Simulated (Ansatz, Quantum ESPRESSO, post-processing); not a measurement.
# Ballistic transmission: In chain with one bond drawn out by 1.5 Å, part 4 of 4

How well does the junction conduct in the ballistic limit? It is: In chain with one bond drawn out by 1.5 Å.

Quantum ESPRESSO 7.5; plane-wave DFT, LDA, GBRV ultrasoft pseudopotentials; cross-check by Ansatz 0.2.0 with PAW datasets.

So far. Step 2 (SCF with pw.x): The run needed 16 iterations to bring the estimated error under 1e-07 Ry; the largest force on any atom, held or free, is 0.37 eV/Å. Step 3 (The open system): At no point does T exceed the number of channels.

**5. The same in Ansatz**

As a check, the same structure is run in Ansatz.

Level of this step: plane-wave DFT, LDA, Ansatz PAW (Ansatz 0.2.0).

input.yaml

```yaml
crystal:
  lattice:
    - [7.5, 0.0, 0.0]
    - [0.0, 7.5, 0.0]
    - [0.0, 0.0, 31.0]
  atoms:
    - { symbol: In, position: [0.5, 0.5, 0.0] }
    - { symbol: In, position: [0.5, 0.5, 0.0951612903] }
    - { symbol: In, position: [0.5, 0.5, 0.1903225806] }
    - { symbol: In, position: [0.5, 0.5, 0.285483871] }
    - { symbol: In, position: [0.5, 0.5, 0.3806451613] }
    - { symbol: In, position: [0.5, 0.5, 0.5241935484] }
    - { symbol: In, position: [0.5, 0.5, 0.6193548387] }
    - { symbol: In, position: [0.5, 0.5, 0.714516129] }
    - { symbol: In, position: [0.5, 0.5, 0.8096774194] }
    - { symbol: In, position: [0.5, 0.5, 0.9048387097] }
kpoints:
  mp_grid: { grid: [1, 1, 4] }
hamiltonian:
  xc: lda
scf:
  occupations: { method: fermi_dirac, width: 0.1 }
  convergence: { dr2_threshold: 1.0e-08 }
output:
  transmission:
    leads: [[0, 1]]
    e_range: [-2.0, 2.0]
    de: 0.05
    kmesh: [1, 1]
    reduced_basis: true
  write_potential: true
  write_density: true
  volumetric_format: npy
  elf: true
```

Run with:

```bash
ansatz run input.yaml --threads 4 --pin off --max-ram 8192MiB --backend cpu --events-out ev --progress --plain --runs-dir out
```

Numbers of over 12 decimals in the logs are rounded to 6 here.

The program printed:

```text
Engine: ansatz 0.2.0, aarch64-unknown-linux-gnu
Pseudopotentials: kind: paw
Pseudopotential: In, paw, valence charge 13, recommended cutoff 420 eV (normal), In.paw.azcp
Functional definition: SPW92
  exchange = slater_x
  correlation = pw_c
Crystal: 10 atoms, lattice volume = 1743.750 Å³
Basis set: ecut = 420 eV, 34127 PW (Γ)
Bands: 78, of which v1, the nominal top of the filled ones, is band 65 counted from 1 (64 counted from 0)
Symmetry: 16 space group operations
Space group: P4/mmm (ITA 123), of the structure as read, at distance tolerance 1.2e-4 Å
k-points: 3 of 4
Non-local potential: In, projectors of the file, l = 0: 2, l = 1: 2, l = 2: 2, l = 3: 2
PAW form: soft (Blöchl's): semilocal exchange-correlation on the pseudo side does not see the compensation charge
PAW frozen core: In, regenerated for the run's functional, and the local potential with it (the file was generated under x = pbe(κ = 0.804, μ = 0.219515), c = pbe(β = 0.066725))
PAW one-centre angular grid: In, 590 points (default); XC on 64 Gauss nodes
Initial density: superposition of atomic densities (neutral atoms: chi_scale 0, normalization atom), corrected by the library's trained network
Initial wavefunctions: pseudopotential atomic-orbital guess
Functional: x = slater, c = lda
SCF iter   1: F=—  HF=-54555.153494 eV  |F-HF|=—  |Δ(HF+E_count)|=         —  Δρ=3.01e-3  dr2=7.62e-1  ethr=1.77e-3  ⟨swp⟩=5.7  Hψ=776  notcnv=0
preconditioner: auto → LDOS  [metal: Δε(μ)=0.149 eV  Ē_g=12.965 eV  σ=0.100 eV  W_gap=0.33  n_scr=148 (ndim 8)  ℏωp=10.1 eV  f_vac=0.631  D(μ)=24.45/eV (n_scr^D=110)  β→1.0]
SCF iter   2: F=—  HF=-54555.101538 eV  |F-HF|=—  |Δ(HF+E_count)|=   5.20e-2  Δρ=1.57e-3  dr2=9.18e-2  ethr=5.86e-4  ⟨swp⟩=4.0  Hψ=480  notcnv=0
SCF iter   3: F=—  HF=-54555.089833 eV  |F-HF|=—  |Δ(HF+E_count)|=   1.17e-2  Δρ=8.62e-4  dr2=2.81e-2  ethr=7.06e-5  ⟨swp⟩=2.3  Hψ=430  notcnv=0
SCF iter   4: F=—  HF=-54555.086054 eV  |F-HF|=—  |Δ(HF+E_count)|=   3.78e-3  Δρ=2.22e-4  dr2=7.87e-3  ethr=2.16e-5  ⟨swp⟩=2.0  Hψ=363  notcnv=0
SCF iter   5: F=—  HF=-54555.085327 eV  |F-HF|=—  |Δ(HF+E_count)|=   7.27e-4  Δρ=8.96e-5  dr2=8.17e-4  ethr=6.05e-6  ⟨swp⟩=2.0  Hψ=258  notcnv=0
SCF iter   6: F=—  HF=-54555.085266 eV  |F-HF|=—  |Δ(HF+E_count)|=   6.12e-5  Δρ=4.46e-5  dr2=1.26e-4  ethr=6.28e-7  ⟨swp⟩=2.0  Hψ=267  notcnv=0
SCF iter   7: F=—  HF=-54555.085236 eV  |F-HF|=—  |Δ(HF+E_count)|=   3.04e-5  Δρ=2.27e-5  dr2=2.90e-5  ethr=9.66e-8  ⟨swp⟩=2.0  Hψ=399  notcnv=0
SCF iter   8: F=—  HF=-54555.085236 eV  |F-HF|=—  |Δ(HF+E_count)|=   1.22e-7  Δρ=9.90e-6  dr2=7.12e-6  ethr=2.23e-8  ⟨swp⟩=2.0  Hψ=390  notcnv=0
SCF iter   9: F=—  HF=-54555.084991 eV  |F-HF|=—  |Δ(HF+E_count)|=   2.45e-4  Δρ=3.79e-6  dr2=1.19e-6  ethr=5.48e-9  ⟨swp⟩=3.0  Hψ=500  notcnv=0
SCF iter  10: F=—  HF=-54555.084991 eV  |F-HF|=—  |Δ(HF+E_count)|=   7.23e-8  Δρ=2.53e-6  dr2=3.32e-7  ethr=9.14e-10  ⟨swp⟩=2.0  Hψ=432  notcnv=0
SCF iter  11: F=—  HF=-54555.084991 eV  |F-HF|=—  |Δ(HF+E_count)|=   5.09e-8  Δρ=5.93e-7  dr2=2.91e-8  ethr=2.55e-10  ⟨swp⟩=3.0  Hψ=432  notcnv=0
SCF iter  12: F=-54555.084991 eV  HF=-54555.084991 eV  |F-HF|=6.48e-9  |Δ(HF+E_count)|=  8.08e-10  Δρ=4.28e-7  dr2=9.17e-9  ethr=7.69e-12  ⟨swp⟩=5.7  Hψ=545  notcnv=0
SCF 1 converged in 12 iterations: F = -54555.084991 eV  dr2 = 9.17e-9
  greatest PAW one-centre occupation: 0.984 electrons in one spin orbital (limit 2), on the In atom at site 5 (counted from 0), in its partial waves of l = 2
transmission: 39 of 234 steps passed
transmission: 78 of 234 steps passed
[...]
transmission: 234 of 234 steps passed
SCF converged after 12 iterations
Free energy (F): -54555.084991 eV
Harris-Foulkes:  -54555.084991 eV  (|F-HF|=6.48e-9)
Internal energy: -54554.291030 eV  (E = F + TS)
E sigma→0 (E₀):  -54554.688010 eV
Entropy (-TS):   -0.793961 eV (-79.396 meV/atom)
Fermi energy:    -1.409159 eV
--- Per-component energies (eV) ---
  E_band       = -1769.184841
  E_kinetic    = 2402.174048
  E_local      = -24919.975983  (includes V_loc(G=0)·N_el)
  E_nonlocal   = 3688.339585
  E_hartree    = 10510.584199
  E_xc         = -2122.944445
  E_vxc        = -991.640447  (∫ρ·V_xc dr)
  E_paw        = -40114.115086  (= ΣΔE_a)
  E_vpaw       = -2969.241676  (= ΣTr[D̂ρ^β])
  E_aug_tail   = 0.000251  (compensation charges beyond the density's cutoff)
  E_ewald      = -4001.198962
  E_core_change = 2.845364  (= ΣΔE_core)
  E_smearing   = -0.793961  (= −TS)
  E_closure    = -0.000000  (closes the sum)
  Σ components = -54555.084991   (vs F -54555.084991, Δ=0.00e0)
--- Band table (eV) ---
  k-point 0: bands = [... 61 lower, -1.5474, -1.5474, -1.4205, -1.4205, -1.3897, -1.3066, -1.3066, -0.9698, ... 9 higher]
  k-point 1: bands = [... 61 lower, -1.6191, -1.5426, -1.5426, -1.4412, -1.4412, -1.2750, -1.2750, -1.0102, ... 9 higher]
  k-point 2: bands = [... 61 lower, -1.8268, -1.5366, -1.5366, -1.4588, -1.4588, -1.2429, -1.2429, -1.0501, ... 9 higher]
--- Transmission ---
  basis      : 497 plane waves across, 39 finite elements along
  points     : 1, standing for a mesh of 1 x 1
  energies   : 81 from -2.000000 to 2.000000 eV about the Fermi level, 0.050000 eV apart; the leads are filled to 0.000000 eV, and channels, transmission and decay are at 0.000000 eV
  crystal 0  : In1, at the sites [0, 1], period 2.9500 Å, over 29.50 Å; its Hamiltonian steps by up to 11.1 meV
    offset         : up to 0.0000 Å between an atom of the period and one for which it stands
    channels       : 3.000000e0 a spin
    conductance    : none, the energies end too early or step too widely for 300 K: set another output.transmission.e_range or a lower de, or, where they end at an eighth of basis.ecutwfc, a higher one
  junction   : crystal 0 to crystal 0, -1.48 to 26.58 Å
    transmission   : 9.195151e-1 a spin
    error estimate : 2.948315e-4 a spin from the reduction of the transverse basis, at the most 4.076579e-4 at -0.050000 eV
    conductance    : none, the energies end too early or step too widely for 300 K: set another output.transmission.e_range or a lower de, or, where they end at an eighth of basis.ecutwfc, a higher one
```

Wall time 27 s (4 threads of Arm Neoverse V2, shared host); peak memory 2.3 GiB; 99 s of CPU time.

Numbers from this step:

```
free energy                                  : -54555.0850 eV
energy at zero smearing                      : -54554.6880 eV
smearing term TS                             : 0.7940 eV
Fermi energy                                 : -1.409 eV
symmetry operations                          : 16
transmission at the Fermi level, one spin    : 0.9195
step of the lead's Hamiltonian over a period : 11.1 meV
```

Per spin. Transmission against energy, zero at the Fermi level:

| energy (eV) | transmission |
| --- | --- |
| -2.0000 | 0 |
| -1.7500 | 0 |
| -1.5000 | 0 |
| -1.2500 | 0.134 |
| -1.0000 | 0.327 |
| -0.7500 | 0.385 |
| -0.5000 | 0.422 |
| -0.2500 | 0.449 |
| 0.0000 | 0.920 |
| 0.0500 | 0.937 |
| 0.2500 | 0.834 |
| 0.5000 | 0.785 |
| 0.7500 | 0.811 |
| 1.0000 | 0.863 |
| 1.2500 | 0.914 |
| 1.5000 | 0.954 |
| 1.7500 | 0.983 |
| 2.0000 | 1.01 |

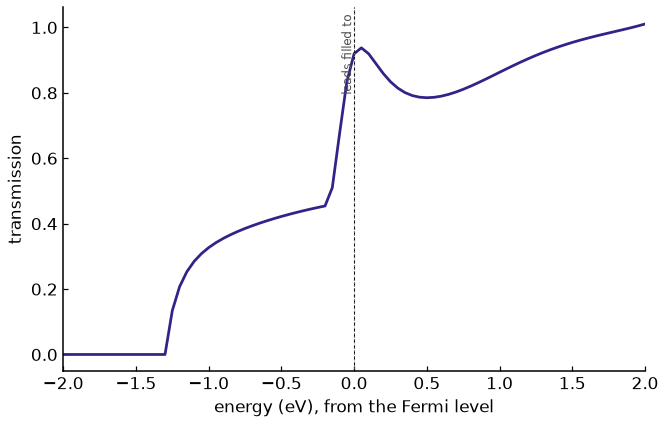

Transmission, plotted against energy.

Per spin. Open channels against energy, zero at the Fermi level:

| energy (eV) | open channels |
| --- | --- |
| -1.400 | 0 |
| -1.200 | 1 |
| -1.000 | 1 |
| -0.800 | 1 |
| -0.600 | 1 |
| -0.400 | 1 |
| -0.200 | 1 |
| 0.000 | 3 |
| 0.200 | 3 |
| 0.400 | 3 |
| 0.600 | 3 |
| 0.800 | 3 |
| 1.000 | 3 |
| 1.200 | 3 |
| 1.400 | 3 |
| 1.600 | 3 |
| 1.800 | 3 |
| 2.000 | 3 |

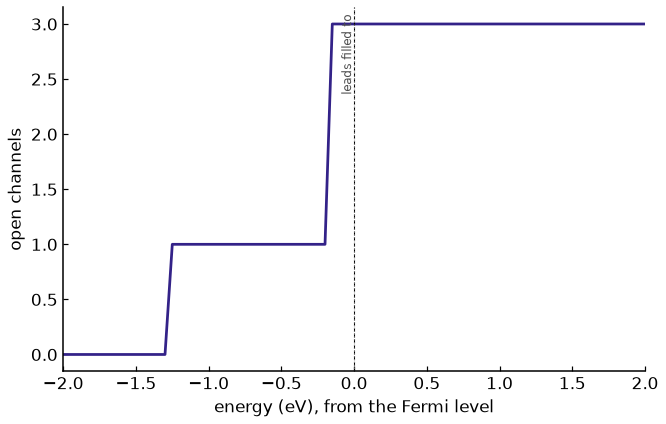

Open channels against energy.

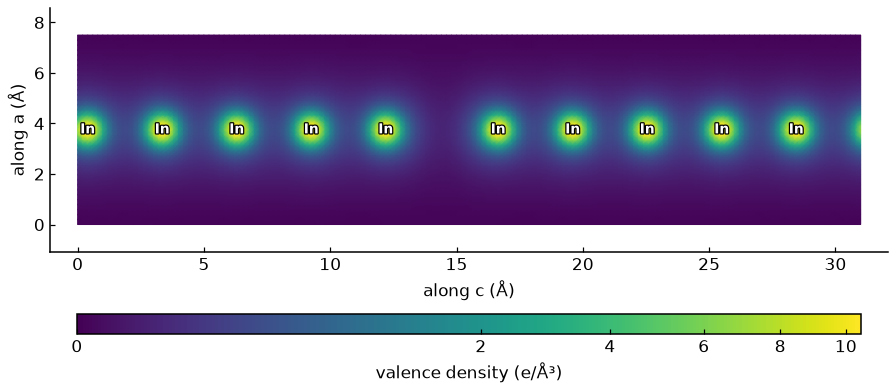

Valence density in the ca plane at fractional y = 0.500, with atoms of In within 0.2 Å of it. It is the smooth field of the valence electrons, not physical close to the nuclei. The colour scale is stretched toward low values.

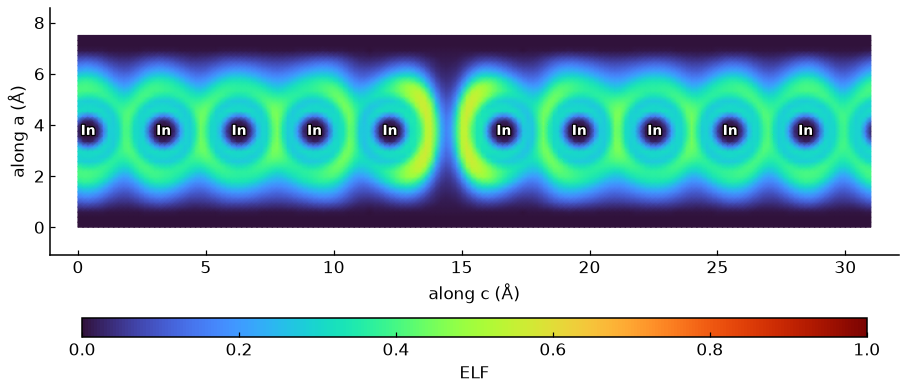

ELF in the ca plane at fractional y = 0.500, with atoms of In within 0.2 Å of it. It is the smooth field of the valence electrons, not physical close to the nuclei.

Ansatz finds T = 0.920 against pwcond's 1.14.

**6. All levels side by side**

All levels:

| step | T at the Fermi level (per spin) | conductance (G0) | r.m.s. T(E) from the first | CPU time of the step (s) | peak memory (GiB) |
| --- | --- | --- | --- | --- | --- |
| Ansatz | 0.9195 | - | 0 | 99.16 | 2.337 |
| pwcond | 1.139 | 1.139 | 0.05109 | 659.5 | 0.42 |
| pwcond, changed setting | 1.114 | 1.114 | 0.04616 | 173.6 | 0.38 |

Per spin. Transmission against energy, zero at the Fermi level:

| energy (eV) | Ansatz | pwcond | pwcond, changed setting |
| --- | --- | --- | --- |
| -2.00 | 0 | 0 | 0 |
| -1.70 | 0 | 0 | 0 |
| -1.40 | 0 | 0 | 0 |
| -1.10 | 0.285 | 0.337 | 0.335 |
| -0.80 | 0.376 | 0.396 | 0.395 |
| -0.50 | 0.422 | 0.431 | 0.430 |
| -0.20 | 0.454 | 0.462 | 0.461 |
| 0.00 | 0.920 | 1.14 | 1.11 |
| 0.20 | 0.859 | 0.815 | 0.848 |
| 0.50 | 0.785 | 0.774 | 0.778 |
| 0.80 | 0.820 | 0.793 | 0.793 |
| 1.10 | 0.884 | 0.822 | 0.750 |
| 1.40 | 0.940 | 0.941 | 0.943 |
| 1.70 | 0.978 | 0.979 | 0.987 |
| 2.00 | 1.01 | 1.01 | 1.02 |

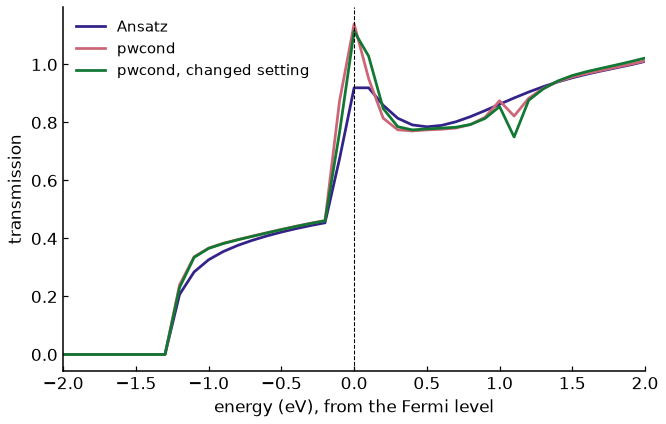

Transmission, plotted against energy.

**7. The arithmetic**

G = 1.14 × 77.48 µS = 88.3 µS a cell, a resistance of 11.3 kΩ.

**8. Results**

- conductance from T at the Fermi level, a cell (G₀ = 2e²/h): 1.14 G₀
- lead channels per spin: 3.00
- the same conductance by Ansatz: 0.920 G₀

In words: The junction conducts 1.14 G₀ a cell at the Fermi level (LDA, GBRV ultrasoft). At the Fermi level the junction passes 38 % of what the leads offer. At the Fermi level pwcond and Ansatz differ by 24 %; unlike potentials, short leads and band edges at slightly different energies can each add to that; the cause was not traced. Over -2 to 2 eV, T lies between 0 and 1.1 per spin. The geometry is as built, not relaxed, and the leads are short.

[Logs are printed without paths, hosts, clocks, repeated set-up lines and the standing remarks that a program may print on its own settings, such as how far it seeks lower states.]

[Hosts, paths, dates, database ids (printed as entryN), source tags and the programs' standing remarks are cut or masked in the printed files.]

[Maps of the electrostatic potential energy from Ansatz leave out the sawtooth potential of an applied field or a dipole correction, so their vacuum need not be flat; planar profiles and work functions include it.]
